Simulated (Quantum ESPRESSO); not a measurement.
# CrBr2: orders under biaxial strain, part 2 of 2

Wanted: the trend of the moments of CrBr2 with biaxial strain.

Quantum ESPRESSO 7.5; PBEsol with U = 3.5 eV on Cr d (ortho-atomic projectors); plane waves with GBRV 1.5 PBEsol potentials, no spin-orbit coupling.

So far, absolute magnetization (μB): step 2 (biaxial 0.94, ferro +) 4.21.

## (5) Biaxial 1.06, ferro +

The input, pw.in:

```
&CONTROL
  calculation = 'scf'
  prefix = 'pwscf'
  outdir = './tmp'
  pseudo_dir = './pseudo'
  disk_io = 'nowf'
  tprnfor = .true.
  tstress = .true.
/
&SYSTEM
  ibrav = 0
  celldm(1) = 8
  nat = 3
  ntyp = 2
  ecutwfc = 40
  ecutrho = 280
  nbnd = 23
  occupations = 'smearing'
  smearing = 'fd'
  degauss = 0.00999582
  nspin = 2
  starting_magnetization(1) = 0.2143
  starting_magnetization(2) = 0
/
&ELECTRONS
  conv_thr = 6d-09
  electron_maxstep = 150
  mixing_beta = 0.3
/
ATOMIC_SPECIES
Cr     51.9961 cr_pbesol_v1.5.uspp.F.UPF
Br     79.9040 br_pbesol_v1.4.uspp.F.UPF
CELL_PARAMETERS alat
   0.9376228459524   -0.4584755021593    0.0000000000000
   0.9376228459524    0.4584755021593    0.0000000000000
  -0.1819942837970    0.0000000000000    1.5273583845774
ATOMIC_POSITIONS crystal
Cr      0.0000000000    0.0000000000    0.0000000000
Br      0.6457740000    0.6457740000    0.2332280000
Br      0.3542260000    0.3542260000    0.7667720000
K_POINTS automatic
6 6 6 0 0 0
HUBBARD {ortho-atomic}
U Cr-3d 3.5000
```

Started as:

```console
> OMP_NUM_THREADS=1 mpirun -n 4 pw.x -nk 4 -in pw.in > pw.out
```

Output:

```text
     [... lines left out ...]
Program PWSCF v.7.5 starts
     [... lines left out ...]
     number of atoms/cell      =            3
     [... lines left out ...]
     number of electrons       =        28.00
     number of Kohn-Sham states=           23
     kinetic-energy cutoff     =      40.0000  Ry
     charge density cutoff     =     280.0000  Ry
     scf convergence threshold =      6.0E-09
     [... lines left out ...]
      4 Sym. Ops., with inversion, found
     [... lines left out ...]
     number of k points=    68  Fermi-Dirac smearing, width (Ry)=  0.0100
     [... lines left out ...]
     iteration # 14     ecut=    40.00 Ry     beta= 0.30
     [... lines left out ...]
     Magnetic moment per site  (integrated on atomic sphere of radius R)
     atom   1 (R=0.258)  charge= 12.1464  magn=  3.7017
     atom   2 (R=0.258)  charge=  5.0880  magn= -0.0657
     atom   3 (R=0.258)  charge=  5.0880  magn= -0.0657
     [... lines left out ...]
     Tr[ns(  1)] (up, down, total) =   4.22236  0.17664  4.39901
     [... lines left out ...]
     the Fermi energy is     3.0487 ev
!    total energy              =    -256.45074855 Ry
     estimated scf accuracy    <          5.4E-09 Ry
     smearing contrib. (-TS)   =      -0.00004584 Ry
     [... lines left out ...]
     total magnetization       =     4.00 Bohr mag/cell
     absolute magnetization    =     4.37 Bohr mag/cell
     convergence has been achieved in  14 iterations
     [... lines left out ...]
     Total force =     0.032223     Total SCF correction =     0.000055
     [... lines left out ...]
          total   stress  (Ry/bohr**3)                   (kbar)     P=      -38.88
     [... lines left out ...]
```

Run time: 2.3 min. Hardware: 4 MPI ranks of Arm Neoverse N1, shared host; peak memory 0.65 GiB.

This step gave:

```yaml
smearing_term_ts: 6.24e-4 eV
pressure: -3.888 GPa
magnetization: 4 μB
absolute_magnetization: 4.37 μB
final_state: ferromagnetic
largest_moment: 3.702 μB
```

## (6) What a mistake does

One input was spoiled on purpose, to see how the program answers.

pw.in: that of step 5 with these lines changed.

```diff
@@ -11,4 +11,3 @@
   ibrav = 0
-  celldm(1) = 8
-  nat = 3
+  nat = 4
   ntyp = 2
@@ -26,3 +25,3 @@
   conv_thr = 6d-09
-  electron_maxstep = 150
+  electron_maxstep = 100
   mixing_beta = 0.3
@@ -32,6 +31,6 @@
 Br     79.9040 br_pbesol_v1.4.uspp.F.UPF
-CELL_PARAMETERS alat
-   0.9376228459524   -0.4584755021593    0.0000000000000
-   0.9376228459524    0.4584755021593    0.0000000000000
-  -0.1819942837970    0.0000000000000    1.5273583845774
+CELL_PARAMETERS angstrom
+   3.7446690000   -1.8310550000    0.0000000000
+   3.7446690000    1.8310550000    0.0000000000
+  -0.7268470000    0.0000000000    6.4659460000
 ATOMIC_POSITIONS crystal
```

Output:

```text
     [... lines left out ...]
Program PWSCF v.7.5 starts
     Error in routine read_cards (4):
     wrong number of columns in ATOMIC_POSITIONS
 %%%%%%%%%%%%%%%%%%%%%%%%%%%%%%%%%%%%%%%%%%%%%%%%%%%%%%%%%%%%%%%%%%%%%%%%%%%%%%
     stopping ...
```

Wall time 0.53 s (4 MPI ranks); peak memory 0.05 GiB.

The program refused the input before any cycle.

The program's message: “read_cards (4): wrong number of columns in ATOMIC_POSITIONS”

The fault put into the input: a wrong number of atoms.

## (7) All points

The runs not shown differ from these in the moved quantity alone.

States, by row:

| biaxial | ferro + | antiferro q=(0,1/2,0) +- | no spin polarisation |
| --- | --- | --- | --- |
| 0.94 | ferromagnetic | antiferromagnetic | non-magnetic |
| 0.96 | ferromagnetic | antiferromagnetic | non-magnetic |
| 0.98 | ferromagnetic | antiferromagnetic | non-magnetic |
| 1 | ferromagnetic | antiferromagnetic | non-magnetic |
| 1.02 | ferromagnetic | antiferromagnetic | non-magnetic |
| 1.04 | ferromagnetic | antiferromagnetic | non-magnetic |
| 1.06 | ferromagnetic | antiferromagnetic | non-magnetic |

Table of largest site moment by biaxial:

| biaxial (factor) | ferro + (μB) | antiferro q=(0,1/2,0) +- (μB) |
| --- | --- | --- |
| 0.9400 | 3.49 | 3.47 |
| 0.9600 | 3.53 | 3.51 |
| 0.9800 | 3.57 | 3.55 |
| 1.0000 | 3.60 | 3.59 |
| 1.0200 | 3.64 | 3.62 |
| 1.0400 | 3.67 | 3.66 |
| 1.0600 | 3.70 | 3.69 |

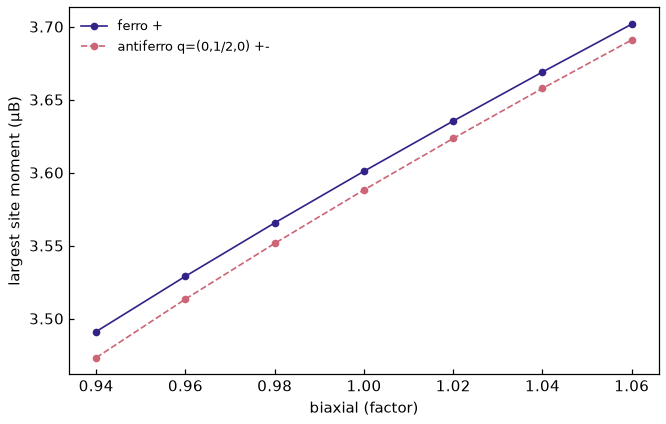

Largest site moment against biaxial.

Table of energy less that of the parallel start by biaxial; values in meV a seeded atom:

| biaxial (factor) | antiferro q=(0,1/2,0) +- | no spin polarisation |
| --- | --- | --- |
| 0.9400 | -24.5 | 3832 |
| 0.9600 | -14.8 | 3308 |
| 0.9800 | -7.36 | 3371 |
| 1.0000 | -1.76 | 3426 |
| 1.0200 | 2.31 | 3473 |
| 1.0400 | 5.30 | 3515 |
| 1.0600 | 7.41 | 3553 |

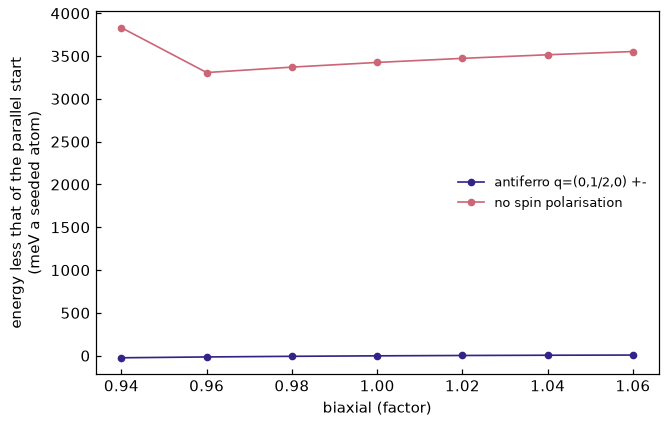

Energy less that of the parallel start, plotted against biaxial.

Energy over the lowest against biaxial; values in meV an atom:

| biaxial (factor) | ferro + | antiferro q=(0,1/2,0) +- | no spin polarisation |
| --- | --- | --- | --- |
| 0.9400 | 47.9 | 39.7 | 1325 |
| 0.9600 | 17.0 | 12.1 | 1120 |
| 0.9800 | 2.45 | 0 | 1126 |
| 1.0000 | 1.88 | 1.29 | 1144 |
| 1.0200 | 13.3 | 14.1 | 1171 |
| 1.0400 | 35.1 | 36.9 | 1207 |
| 1.0600 | 65.7 | 68.1 | 1250 |

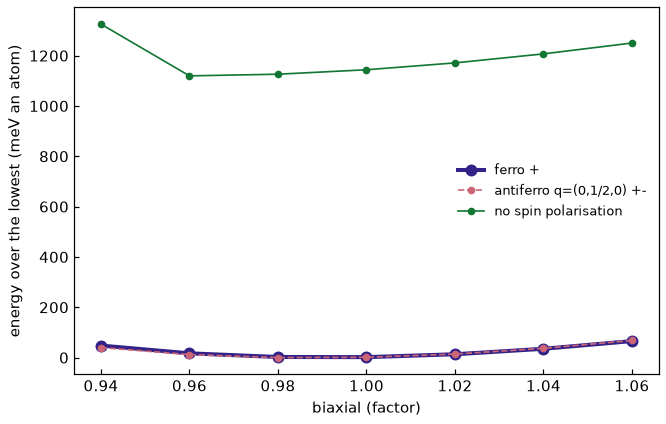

Energy over the lowest, plotted against biaxial.

## (8) Results

```json
{
  "moment, parallel start": "3.49 to 3.70 μB",
  "states met from these starts": "antiferromagnetic and ferromagnetic"
}
```

The moment of the parallel start goes from 3.49 μB at 0.94 to 3.70 μB at 1.06. The net moment of the cell goes from 4 to 4 μB. The radius of the spheres follows the nearest distance, so part of the change of the site moments is the spheres'. The energy against the spinless run jumps between two points, so runs change to another solution there. The largest moment of the start antiferro q=(0,1/2,0) +- lies between 3.47 and 3.69 μB. The start antiferro q=(0,1/2,0) +- crosses the parallel one in energy within the series: it lies lower at 0.94, 0.96, 0.98 and 1. Energies are free energies at an electronic temperature of 1580 K, which lowers moments and differences where the moments are itinerant.

[Logs and program files are shortened in this print: banners, set-up blocks, solver, clock and traceback lines can be left out without a mark of their own.]

[Logs are printed without paths, hosts, clocks, repeated set-up lines and the standing remarks that a program may print on its own settings, such as how far it seeks lower states.]

[Hosts, paths, dates, database ids (printed as entryN), source tags and the programs' standing remarks are cut or masked in the printed files.]

[Where a cell is said to come from a database of computed structures, the database is the Materials Project.]
